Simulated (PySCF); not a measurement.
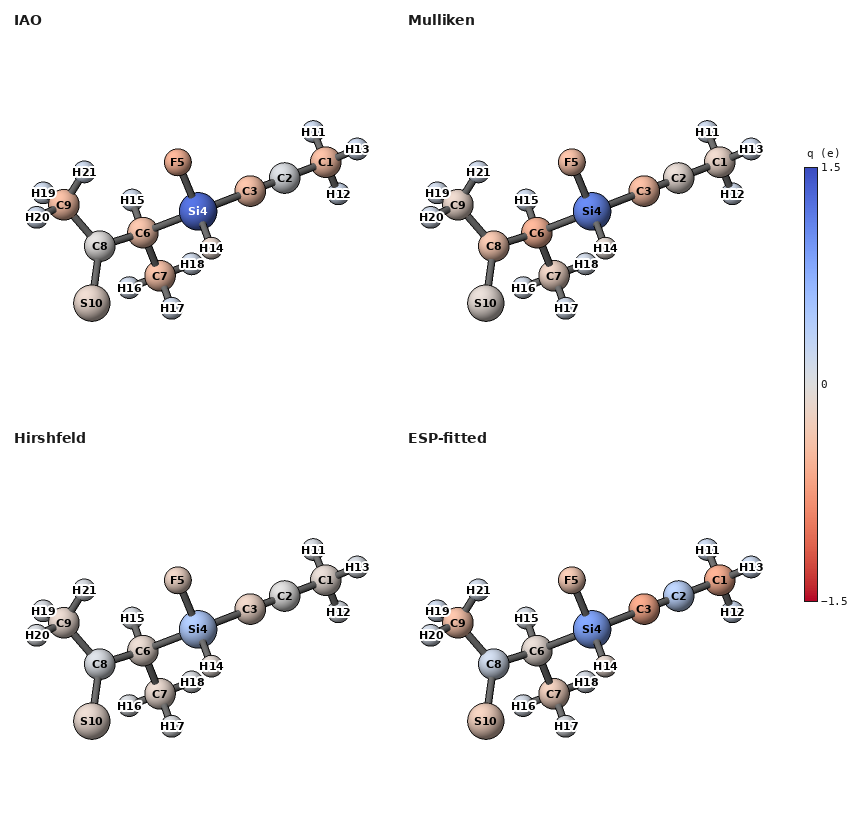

Atomic charges of one calculation by 4 schemes, on one colour scale. The computed structure is the end point of a GFN2-xTB optimisation. No frequency run is at hand to confirm it as a minimum. Method: PBE0/pcSseg-1 (PySCF 2.14.0).

> On which atom do the schemes disagree most?

On Si4 (from 0.46 to 1.23 e).

List the charges (e), one line for each set of equivalent atoms.

```json
{"atom": "C1", "IAO": "−0.44", "Mulliken": "−0.16", "Hirshfeld": "−0.09", "ESP-fitted": "−0.58"}
{"atom": "C2", "IAO": "0.04", "Mulliken": "−0.09", "Hirshfeld": "0.00", "ESP-fitted": "0.35"}
{"atom": "C3", "IAO": "−0.41", "Mulliken": "−0.45", "Hirshfeld": "−0.18", "ESP-fitted": "−0.63"}
{"atom": "Si4", "IAO": "1.23", "Mulliken": "1.07", "Hirshfeld": "0.46", "ESP-fitted": "0.85"}
{"atom": "F5", "IAO": "−0.53", "Mulliken": "−0.42", "Hirshfeld": "−0.19", "ESP-fitted": "−0.32"}
{"atom": "C6", "IAO": "−0.39", "Mulliken": "−0.54", "Hirshfeld": "−0.11", "ESP-fitted": "−0.09"}
{"atom": "C7", "IAO": "−0.41", "Mulliken": "−0.20", "Hirshfeld": "−0.13", "ESP-fitted": "−0.25"}
{"atom": "C8", "IAO": "−0.01", "Mulliken": "−0.36", "Hirshfeld": "0.06", "ESP-fitted": "0.15"}
{"atom": "C9", "IAO": "−0.44", "Mulliken": "−0.14", "Hirshfeld": "−0.12", "ESP-fitted": "−0.41"}
{"atom": "S10", "IAO": "−0.13", "Mulliken": "−0.07", "Hirshfeld": "−0.13", "ESP-fitted": "−0.26"}
{"atom": "H11", "IAO": "0.18", "Mulliken": "0.16", "Hirshfeld": "0.07", "ESP-fitted": "0.19"}
{"atom": "H12", "IAO": "0.18", "Mulliken": "0.16", "Hirshfeld": "0.07", "ESP-fitted": "0.20"}
{"atom": "H13", "IAO": "0.18", "Mulliken": "0.16", "Hirshfeld": "0.07", "ESP-fitted": "0.20"}
{"atom": "H14", "IAO": "−0.13", "Mulliken": "−0.08", "Hirshfeld": "−0.06", "ESP-fitted": "−0.11"}
{"atom": "H15", "IAO": "0.15", "Mulliken": "0.15", "Hirshfeld": "0.05", "ESP-fitted": "0.08"}
{"atom": "H16", "IAO": "0.15", "Mulliken": "0.13", "Hirshfeld": "0.04", "ESP-fitted": "0.10"}
{"atom": "H17", "IAO": "0.15", "Mulliken": "0.14", "Hirshfeld": "0.03", "ESP-fitted": "0.04"}
{"atom": "H18", "IAO": "0.14", "Mulliken": "0.13", "Hirshfeld": "0.04", "ESP-fitted": "0.07"}
{"atom": "H19", "IAO": "0.16", "Mulliken": "0.14", "Hirshfeld": "0.05", "ESP-fitted": "0.15"}
{"atom": "H20", "IAO": "0.17", "Mulliken": "0.13", "Hirshfeld": "0.04", "ESP-fitted": "0.11"}
{"atom": "H21", "IAO": "0.17", "Mulliken": "0.14", "Hirshfeld": "0.05", "ESP-fitted": "0.13"}
```

The geometry is semi-empirical. Around Si such bond lengths and angles can be off by a tenth of an ångström or more and by several degrees, and values that hang on the shape move with them.
